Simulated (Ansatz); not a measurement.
# CCSD(T)/6-31G(d) (spherical functions) run of GeSiH3ClO (SMILES Cl[SiH]1[O][GeH2]1)

What is the vertical singlet–triplet gap of GeSiH3ClO at CCSD(T)/6-31G* (spherical functions)? 

The results are computed with Ansatz 0.2.0.

123 further runs of the same task are left out: 123 set aside as unsound or not needed.

## (1) Starting point

GeSiH3ClO: 7 atoms, total charge 0, spin state singlet. As SMILES, `Cl[SiH]1[O][GeH2]1`. The coordinates come from a PBE0-D4/def2-TZVP relaxation.

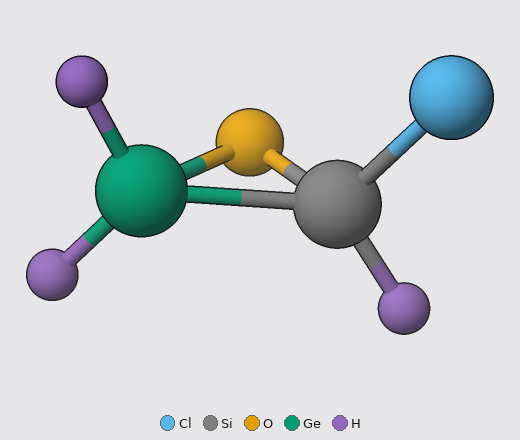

Viewed from a chosen angle; chlorine blue, silicon grey, oxygen amber, germanium teal, hydrogen purple.

## (2) A single-point energy at CCSD(T)/6-31G(d) (spherical functions)

job.yaml reads:

```yaml
crystal:
  periodic: [false, false, false]
  atoms:
    - {symbol: Cl, position_ang: [0.946700, -2.488800, 0.655700]}
    - {symbol: Si, position_ang: [-0.269300, -1.038200, -0.101800]}
    - {symbol: O, position_ang: [0.399800, 0.013200, -1.157400]}
    - {symbol: Ge, position_ang: [0.044800, 1.152900, 0.326900]}
    - {symbol: H, position_ang: [-1.538000, -1.691900, -0.484400]}
    - {symbol: H, position_ang: [-0.900200, 2.274100, -0.128200]}
    - {symbol: H, position_ang: [1.377500, 1.710600, 0.843500]}
basis:
  gaussian: {orbitals: 6-31G_st_-spherical.json}
total_charge: 0
correlation: {method: ccsd_t, frozen_orbitals: {Cl: 5, Ge: 9, H: 0, O: 1, Si: 5}}
accuracy: high
scf: {omitted_lower_state_checks: [cluster_reference, increment]}
```

The basis set 6-31G* is read from a file made from the Basis Set Exchange's data (not shown).

Run with:

```sh
$ ansatz run job.yaml --threads 1 --pin off --max-ram 3480MiB --events-out events.jsonl --progress --plain --runs-dir runs
```

Output, shortened:

```text
Warning: RAYON_NUM_THREADS=1 ignored (pool sized by the plan → 1); use --threads N
Functional definition: HF
  name "HF"
[...]
1868 factors; integrals over basis functions are off by at most 5.8e-9 eV
[...]
mean field -78916.39504195 eV, -2900.1240263378 hartree, gradient 1.2e-8 eV, S^2 0.000000; 0 other end points of the search recorded, 0 dependent functions left out
20 core orbitals not correlated: weight in the atoms' cores, before any rotation towards them, 1.000 or more for the frozen orbitals, at most 0.000 for the correlated occupied ones
reference -78916.39504195 eV, -2900.1240263378 hartree; 17, 17 occupied and 51, 51 virtual orbitals, 1868 factors
second order -17.29568267 eV of doubles, -0.00000000 eV of singles
cycle   1  -17.15921855 eV  change    1.4e-1 eV  update   1.2e-1
[...]
cycle  22  -17.81608120 eV  change   7.8e-10 eV  update   1.5e-9
perturbative correction -0.48636430 eV, -0.0178735584 hartree
Total energy: -78934.69748745 eV, -2900.7966288042 hartree
Checks for a lower state left out: cluster_reference, increment
```

It took 24 s on 1 thread of Intel Xeon Platinum 8259CL at 2.50GHz (Skylake/Cascade Lake), shared host; peak memory 0.43 GiB.

## (3) The triplet at the same level

in.yaml reads:

```yaml
crystal:
  periodic: [false, false, false]
  atoms:
    - symbol: Cl
      position_ang: [0.946700, -2.488800, 0.655700]
    - symbol: Si
      position_ang: [-0.269300, -1.038200, -0.101800]
    - symbol: O
      position_ang: [0.399800, 0.013200, -1.157400]
    - symbol: Ge
      position_ang: [0.044800, 1.152900, 0.326900]
    - symbol: H
      position_ang: [-1.538000, -1.691900, -0.484400]
    - symbol: H
      position_ang: [-0.900200, 2.274100, -0.128200]
    - symbol: H
      position_ang: [1.377500, 1.710600, 0.843500]
basis:
  gaussian:
    orbitals: 6-31G_st_-spherical.json
magnetization:
  spin_polarized: true
  initial_magnetization: 2
correlation:
  method: ccsd_t
  frozen_orbitals: {Cl: 5, Ge: 9, H: 0, O: 1, Si: 5}
accuracy: high
scf:
  omitted_lower_state_checks: [cluster_reference, increment]
```

The basis set 6-31G* is read from a file made from the Basis Set Exchange's data (not shown).

Run with:

```sh
$ ansatz run in.yaml --threads 1 --pin off --max-ram 3480MiB --events-out events.jsonl --progress --plain --runs-dir runs
```

Output, shortened:

```text
Warning: RAYON_NUM_THREADS=1 ignored (pool sized by the plan → 1); use --threads N
[... 2 set-up lines as earlier in the session ...]
[...]
1868 factors; integrals over basis functions are off by at most 5.8e-9 eV
[...]
mean field -78912.93404584 eV, -2899.9968370767 hartree, gradient 5.3e-8 eV, S^2 2.029125; 4 other end points of the search recorded, 0 dependent functions left out
20 core orbitals not correlated: weight in the atoms' cores, before any rotation towards them, 1.000 or more for the frozen orbitals, at most 0.000 for the correlated occupied ones
reference -78912.93404584 eV, -2899.9968370767 hartree; 18, 16 occupied and 50, 52 virtual orbitals, 1868 factors
second order -16.81189309 eV of doubles, -0.00000000 eV of singles
cycle   1  -16.75157068 eV  change    6.0e-2 eV  update   1.2e-1
[...]
cycle  31  -17.46117491 eV  change  -2.3e-11 eV  update   2.5e-9
perturbative correction -0.47912530 eV, -0.0176075299 hartree
Total energy: -78930.87434605 eV, -2900.6561309490 hartree
Checks for a lower state left out: cluster_reference, increment
```

It took 81 s on 1 thread of Intel Xeon Platinum 8259CL at 2.50GHz (Skylake/Cascade Lake), shared host; peak memory 0.79 GiB.

## (4) What came out

Level: CCSD(T)/6-31G* (spherical functions), 20 core orbitals frozen.

```
                                             quantity           value
                                singlet: total energy  -2900.79663 Eh
singlet: correlation energy (20 core orbitals frozen)      -672.6 mEh
                              singlet: (T) correction      -17.87 mEh
                               singlet: T1 diagnostic           0.014
                                triplet: total energy  -2900.65613 Eh
triplet: correlation energy (20 core orbitals frozen)      -659.3 mEh
                              triplet: (T) correction      -17.61 mEh
           triplet: ⟨S²⟩ of the reference determinant           2.029
                               triplet: T1 diagnostic           0.018
     vertical energy of the triplet above the singlet        3.823 eV
```

**Reading.** At this shape the triplet lies 3.82 eV (369 kJ/mol) above the singlet. The triples (singlet) make up 2.7 % of the correlation energy. The triples (triplet) make up 2.7 % of the correlation energy.
